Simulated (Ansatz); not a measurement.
# CH₄GaO−: two torsions

Aim: map the energy of CH4GaO, SMILES [CH2-][GaH][OH], charge −1 over two coordinates, and find its wells, ridges and stiffness.

Computed with Ansatz 0.2.0. Level: RHF/def2-SVPD.

### 1 The system as given

SMILES `[CH2-][GaH][OH]`, 7 atoms, charge -1, spin multiplicity 1.

Atoms are counted from 1 here; the program's logs count them from 0.

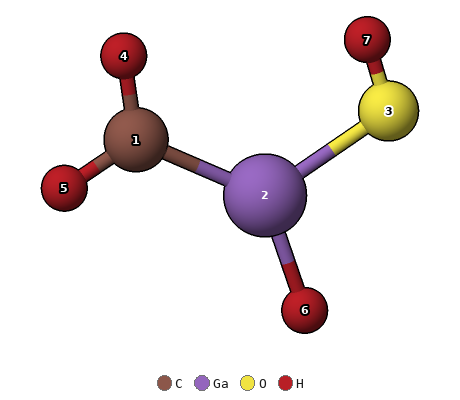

The starting geometry (carbon brown, gallium purple, oxygen yellow, hydrogen red); atoms are numbered from 1 in the order of the file.

Geometry (Å):

```
C    -1.30151   -0.02641   -0.03272
Ga    0.44416   -0.07936    0.57411
O     1.92569    0.14996   -0.60512
H    -1.57400    0.13083   -1.09281
H    -2.16522   -0.15104    0.64512
H     1.11170   -0.28642    2.01030
H     1.55916    0.26247   -1.49887
```

This geometry comes from a loose relaxation at PBE in a small basis, which is not shown.

### 2 Relaxing the molecule

input.yaml

```yaml
crystal:
  periodic: [false, false, false]
  atoms:
    - { symbol: C, position_ang: [-1.301515, -0.026412, -0.032722] }
    - { symbol: Ga, position_ang: [0.444165, -0.079363, 0.574111] }
    - { symbol: O, position_ang: [1.925694, 0.149957, -0.605122] }
    - { symbol: H, position_ang: [-1.573996, 0.130828, -1.092811] }
    - { symbol: H, position_ang: [-2.165216, -0.151044, 0.645118] }
    - { symbol: H, position_ang: [1.111703, -0.286425, 2.010295] }
    - { symbol: H, position_ang: [1.559165, 0.262469, -1.498869] }
total_charge: -1
basis:
  gaussian: { orbitals: def2-SVPD }
hamiltonian:
  xc: hf
output:
  forces: true
relax:
  f_tol: 0.003
  max_steps: 120
```

On the command line:

```bash
$ ansatz run input.yaml --threads 1 --pin off --max-ram 2560MiB --backend cpu --events-out ev --progress --plain --runs-dir out
```

Log, shortened:

```text
Warning: RAYON_NUM_THREADS=1 ignored (pool sized by the plan → 1); use --threads N
[...]
Functional definition: HF
[...]
1181 factors; integrals over basis functions are off by at most 3.7e-4 eV
[...]
mean field -55455.62299348 eV, -2037.9565558392 hartree, gradient 1.9e-5 eV, S^2 0.000000; 0 other end points of the search recorded, 0 dependent functions left out
[...]
reference -55455.62299348 eV, -2037.9565558392 hartree; 25, 25 occupied and 88, 88 virtual orbitals, 1181 factors
relax step   1: F+E_penalty+E_count = -55455.62299348 eV  Δ(F+E_penalty+E_count) = +0.000e0 eV  max|allowed force component| = 1.444e0 eV/Å  Δτ_max = 0.0000 Å  (35 SCF iters, accepted)
[...]
relax step   6: F+E_penalty+E_count = -55455.68336248 eV  Δ(F+E_penalty+E_count) = -7.595e-4 eV  max|allowed force component| = 3.660e-2 eV/Å  Δτ_max = 0.0187 Å  (35 SCF iters, accepted)
[...]
relax step   7: F+E_penalty+E_count = -55455.68341094 eV  Δ(F+E_penalty+E_count) = -4.846e-5 eV  max|allowed force component| = 2.030e-3 eV/Å  Δτ_max = 0.0041 Å  (28 SCF iters, accepted)
1181 factors; integrals over basis functions are off by at most 3.4e-4 eV
[...]
mean field -55455.68341094 eV, -2037.9587761399 hartree, gradient 9.0e-6 eV, S^2 0.000000; 1 other end points of the search recorded, 0 dependent functions left out
[...]
reference -55455.68341094 eV, -2037.9587761399 hartree; 25, 25 occupied and 88, 88 virtual orbitals, 1181 factors
Total energy: -55455.68341094 eV, -2037.9587761399 hartree
Atom 0 at    -1.311483    -0.028046    -0.025534 Å, force     0.002006     0.000042    -0.000021 eV/Å
Atom 1 at     0.448357    -0.072086     0.537557 Å, force     0.001142    -0.000027     0.000516 eV/Å
Atom 2 at     1.904636     0.140425    -0.606186 Å, force    -0.001430    -0.000452     0.001821 eV/Å
Atom 3 at    -1.619904     0.124578    -1.059706 Å, force    -0.000288    -0.000048    -0.000555 eV/Å
Atom 4 at    -2.147933    -0.154776     0.660173 Å, force    -0.000564    -0.000040     0.000847 eV/Å
Atom 5 at     1.075596    -0.282427     1.996770 Å, force    -0.001093     0.000039    -0.000577 eV/Å
Atom 6 at     1.650733     0.272341    -1.503074 Å, force     0.000228     0.000487    -0.002030 eV/Å
Dipole moment:     0.335825     0.023095    -0.097202 e Å
```

Run time: 24 s. Hardware: 1 thread of Arm Neoverse V1, shared host; peak memory 0.23 GiB.

Energy and force along the way:

```
step  energy from step 1 (eV)  largest force component (eV/Å)
   1                   0.0000                          1.4438
   2                  -0.0504                          0.5058
   3                  -0.0581                          0.0829
   4                  -0.0584                          0.1519
   5                  -0.0596                          0.0789
   6                  -0.0604                          0.0366
   7                  -0.0604                          0.0020
```

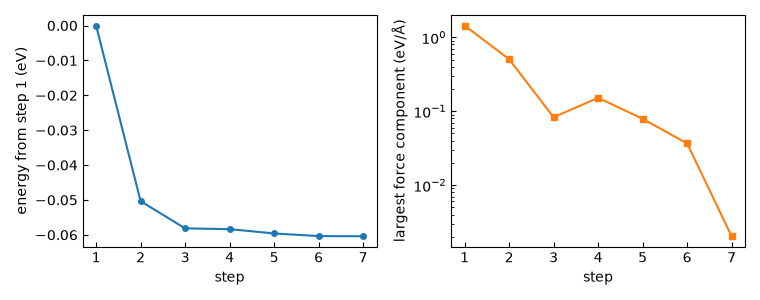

Energy and force, step by step.

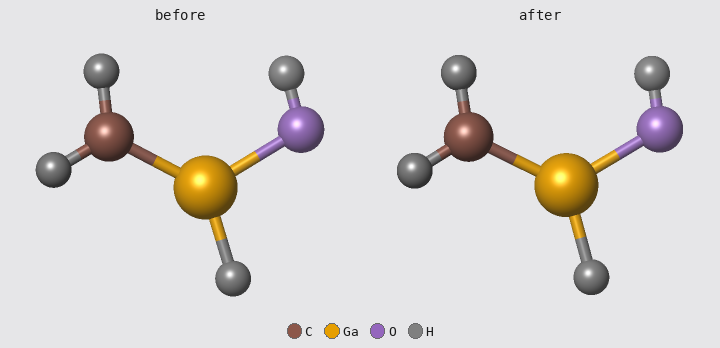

The geometry before (left) and after (right).

Bonds that changed most:

```csv
bond,before (Å),after (Å),change (Å)
Ga2–O3,1.907,1.864,-0.044
O3–H7,0.973,0.941,-0.031
C1–H5,1.105,1.089,-0.016
C1–H4,1.106,1.090,-0.016
Ga2–H6,1.597,1.602,+0.005
C1–Ga2,1.849,1.848,-0.001
```

### 3 The grid

First coordinate, dihedral H4–C1–Ga2–O3: 18 values from −180 to 160 °, periodic. Second coordinate, dihedral C1–Ga2–O3–H7: 18 values from −180 to 160 °, periodic.

Nothing else is relaxed (all other coordinates rigid). Energies count from the relaxed molecule at the same level. Points are written as (first, second).

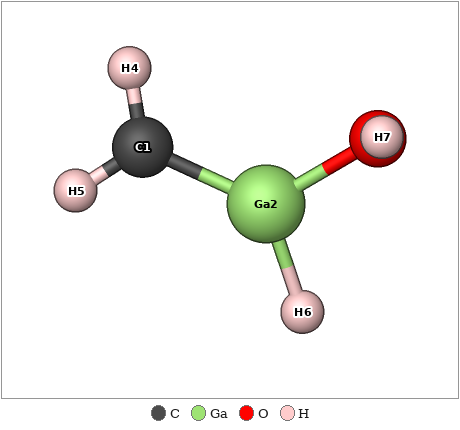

The geometry at (20°, 80°).

Below, 2 of the grid's runs; all are launched alike.

### 4 Point (0°, 0°)

input.yaml

```yaml
crystal:
  periodic: [false, false, false]
  atoms:
    - { symbol: C, position_ang: [-1.311483, -0.028046, -0.025534] }
    - { symbol: Ga, position_ang: [0.448357, -0.072086, 0.537557] }
    - { symbol: O, position_ang: [1.904626, 0.1408, -0.606128] }
    - { symbol: H, position_ang: [-1.619904, 0.124578, -1.059706] }
    - { symbol: H, position_ang: [-2.147933, -0.154776, 0.660173] }
    - { symbol: H, position_ang: [1.075603, -0.282719, 1.996725] }
    - { symbol: H, position_ang: [1.650705, 0.273477, -1.502899] }
total_charge: -1
basis:
  gaussian: { orbitals: def2-SVPD }
hamiltonian:
  xc: hf
output:
  forces: true
```

On the command line:

```bash
$ ansatz run input.yaml --threads 1 --pin off --max-ram 2560MiB --backend cpu --events-out ev --progress --plain --runs-dir out
```

Log, shortened:

```text
Warning: RAYON_NUM_THREADS=1 ignored (pool sized by the plan → 1); use --threads N
[...]
[... 1 set-up line as earlier in the session ...]
[...]
1100 factors; integrals over basis functions are off by at most 1.3e-3 eV
[...]
mean field -55455.68333621 eV, -2037.9587733934 hartree, gradient 1.5e-5 eV, S^2 0.000000; 0 other end points of the search recorded, 0 dependent functions left out
[...]
reference -55455.68333621 eV, -2037.9587733934 hartree; 25, 25 occupied and 88, 88 virtual orbitals, 1100 factors
Total energy: -55455.68333621 eV, -2037.9587733934 hartree
Atom 0 at    -1.311483    -0.028046    -0.025534 Å, force     0.001928     0.000061    -0.000038 eV/Å
Atom 1 at     0.448357    -0.072086     0.537557 Å, force     0.001171    -0.000052     0.000518 eV/Å
Atom 2 at     1.904626     0.140800    -0.606128 Å, force    -0.001398    -0.000324     0.001848 eV/Å
Atom 3 at    -1.619904     0.124578    -1.059706 Å, force    -0.000296     0.000074    -0.000525 eV/Å
Atom 4 at    -2.147933    -0.154776     0.660173 Å, force    -0.000552    -0.000146     0.000813 eV/Å
Atom 5 at     1.075603    -0.282719     1.996725 Å, force    -0.001074     0.000060    -0.000544 eV/Å
Atom 6 at     1.650705     0.273477    -1.502899 Å, force     0.000220     0.000327    -0.002071 eV/Å
Dipole moment:     0.335820     0.023294    -0.097171 e Å
```

Run time: 2.6 s. Hardware: 1 thread of Arm Neoverse V1, shared host; peak memory 0.21 GiB.

On the map this point reads 0.0 kcal/mol.

### 5 Grid point (20°, 80°)

input.yaml

```yaml
crystal:
  periodic: [false, false, false]
  atoms:
    - { symbol: C, position_ang: [-1.311483, -0.028046, -0.025534] }
    - { symbol: Ga, position_ang: [0.448357, -0.072086, 0.537557] }
    - { symbol: O, position_ang: [1.863264, 0.650671, -0.436977] }
    - { symbol: H, position_ang: [-1.619904, 0.124578, -1.059706] }
    - { symbol: H, position_ang: [-2.147933, -0.154776, 0.660173] }
    - { symbol: H, position_ang: [1.107942, -0.681353, 1.864477] }
    - { symbol: H, position_ang: [1.937365, 1.584058, -0.339116] }
total_charge: -1
basis:
  gaussian: { orbitals: def2-SVPD }
hamiltonian:
  xc: hf
output:
  forces: true
```

On the command line:

```bash
$ ansatz run input.yaml --threads 1 --pin off --max-ram 2560MiB --backend cpu --events-out ev --progress --plain --runs-dir out
```

Log, shortened:

```text
Warning: RAYON_NUM_THREADS=1 ignored (pool sized by the plan → 1); use --threads N
[...]
[... 1 set-up line as earlier in the session ...]
[...]
1100 factors; integrals over basis functions are off by at most 1.3e-3 eV
[...]
mean field -55455.47097675 eV, -2037.9509693272 hartree, gradient 2.4e-5 eV, S^2 0.000000; 0 other end points of the search recorded, 0 dependent functions left out
[...]
reference -55455.47097675 eV, -2037.9509693272 hartree; 25, 25 occupied and 88, 88 virtual orbitals, 1100 factors
Total energy: -55455.47097675 eV, -2037.9509693272 hartree
Atom 0 at    -1.311483    -0.028046    -0.025534 Å, force    -0.027655     0.015288     0.027136 eV/Å
Atom 1 at     0.448357    -0.072086     0.537557 Å, force    -0.114415    -0.012451    -0.037152 eV/Å
Atom 2 at     1.863264     0.650671    -0.436977 Å, force     0.205609     0.003827    -0.063050 eV/Å
Atom 3 at    -1.619904     0.124578    -1.059706 Å, force     0.027474     0.243336     0.060801 eV/Å
Atom 4 at    -2.147933    -0.154776     0.660173 Å, force    -0.007309    -0.261271    -0.027449 eV/Å
Atom 5 at     1.107942    -0.681353     1.864477 Å, force    -0.052400     0.044448     0.168007 eV/Å
Atom 6 at     1.937365     1.584058    -0.339116 Å, force    -0.031304    -0.033177    -0.128294 eV/Å
Dipole moment:     0.417765     0.233440     0.181504 e Å
```

Run time: 2.5 s. Hardware: 1 thread of Arm Neoverse V1, shared host; peak memory 0.21 GiB.

On the map this point reads 4.9 kcal/mol.

### 6 Energy over the grid

164 points were computed, 160 more follow by symmetry. Energies in kcal/mol, from the relaxed molecule at the same level; the table lists every other line.

```tsv
dihedral C1–Ga2–O3–H7 (°) ↓, dihedral H4–C1–Ga2–O3 (°) →	−180	−140	−100	−60	−20	20	60	100	140
140	2.3	9.8	22.0	15.7	3.9	4.4	16.7	21.5	8.8
100	3.3	11.0	24.6	18.2	5.3	5.4	18.5	24.4	10.7
60	2.3	8.9	22.0	17.1	4.6	3.8	16.0	22.5	10.1
20	0.4	6.2	17.5	13.2	2.3	1.8	12.4	17.9	7.1
−20	0.4	7.1	17.9	12.4	1.8	2.3	13.2	17.5	6.2
−60	2.3	10.1	22.5	16.0	3.8	4.6	17.1	22.0	8.9
−100	3.3	10.7	24.4	18.5	5.4	5.3	18.2	24.6	11.0
−140	2.3	8.8	21.5	16.7	4.4	3.9	15.7	22.0	9.8
−180	1.4	8.0	19.5	14.4	3.2	3.2	14.4	19.5	8.0
```

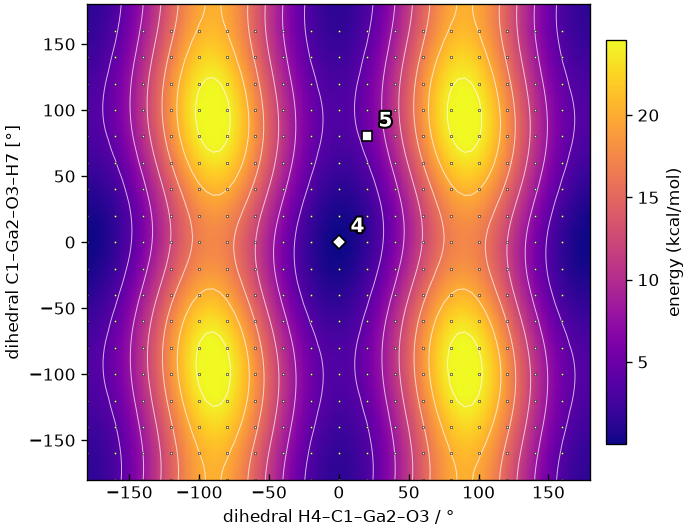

The map; numbers mark the steps of this session that print a point's run. Drawn: a smooth colour map, dots at the grid points. Between grid points the surface is interpolated.

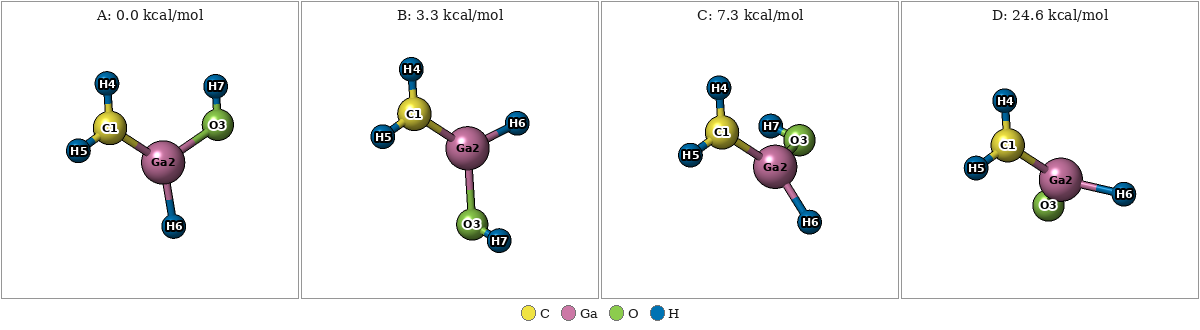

Structures on the grid, at one scale: A at (0°, 0°); B at (−180°, −100°); C at (−40°, −40°); D at (−100°, 100°).

On the same grid, largest force on an atom (eV/Å):

| dihedral C1–Ga2–O3–H7 (°) ↓, dihedral H4–C1–Ga2–O3 (°) → | −180 | −140 | −100 | −60 | −20 | 20 | 60 | 100 | 140 |
| --- | --- | --- | --- | --- | --- | --- | --- | --- | --- |
| 140 | 0.27 | 0.46 | 0.70 | 0.56 | 0.32 | 0.29 | 0.49 | 0.67 | 0.48 |
| 100 | 0.23 | 0.48 | 0.73 | 0.54 | 0.35 | 0.29 | 0.52 | 0.71 | 0.50 |
| 60 | 0.23 | 0.44 | 0.75 | 0.70 | 0.41 | 0.24 | 0.51 | 0.74 | 0.58 |
| 20 | 0.13 | 0.39 | 0.76 | 0.65 | 0.35 | 0.21 | 0.53 | 0.76 | 0.54 |
| −20 | 0.13 | 0.54 | 0.76 | 0.53 | 0.21 | 0.35 | 0.65 | 0.76 | 0.39 |
| −60 | 0.23 | 0.58 | 0.74 | 0.51 | 0.24 | 0.41 | 0.70 | 0.75 | 0.44 |
| −100 | 0.23 | 0.50 | 0.71 | 0.52 | 0.29 | 0.35 | 0.54 | 0.73 | 0.48 |
| −140 | 0.27 | 0.48 | 0.67 | 0.49 | 0.29 | 0.32 | 0.56 | 0.70 | 0.46 |
| −180 | 0.29 | 0.42 | 0.66 | 0.45 | 0.32 | 0.32 | 0.45 | 0.66 | 0.42 |

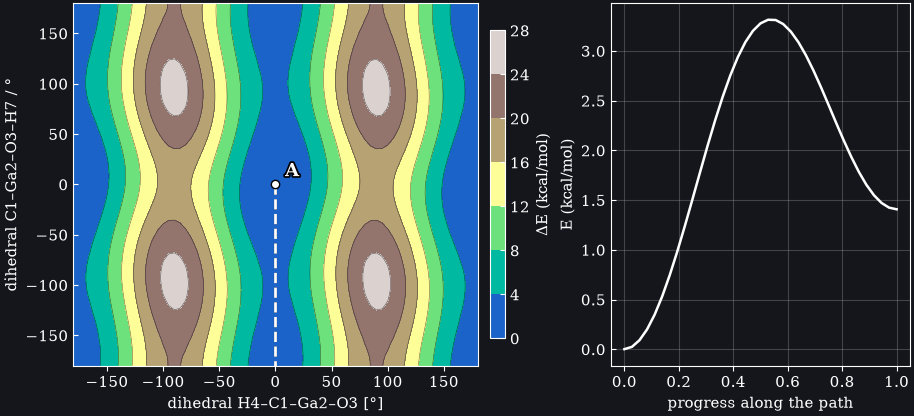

The easiest path on the interpolated surface, from its minimum near A. Drawn: filled contours, a line along the lowest path, the energy along the path at the right. Between grid points the surface is interpolated.

### 7 Outcome

| quantity | value |
| --- | --- |
| lowest point | (0°, 0°), 0.0 kcal/mol |
| highest computed point | (−100°, 100°), 24.6 kcal/mol above the lowest |
| largest force on an atom (eV/Å) | 0.00 at (0°, 0°) to 0.76 at (−80°, 20°); 0.00 at the lowest point |
| time for the whole task | 8.2 min on 1 thread, shared host |

**Reading.** The lowest computed point is at (0°, 0°), 0.0 kcal/mol from the relaxed molecule at the same level; the map holds 2 wells of about this depth. There is a further well near (0°, −180°) (1.4 kcal/mol above the lowest at that grid point). The highest computed point, (−100°, 100°), lies 24.6 kcal/mol above the lowest. On the interpolated surface the easiest way out of the lowest well to the well at (0°, −180°) passes a barrier of about 3.3 kcal/mol. Round the minimum the valley is somewhat tilted: raising dihedral H4–C1–Ga2–O3 shifts the best value of dihedral C1–Ga2–O3–H7 upwards (coupling k₁₂/√(k₁₁k₂₂) about −0.2).
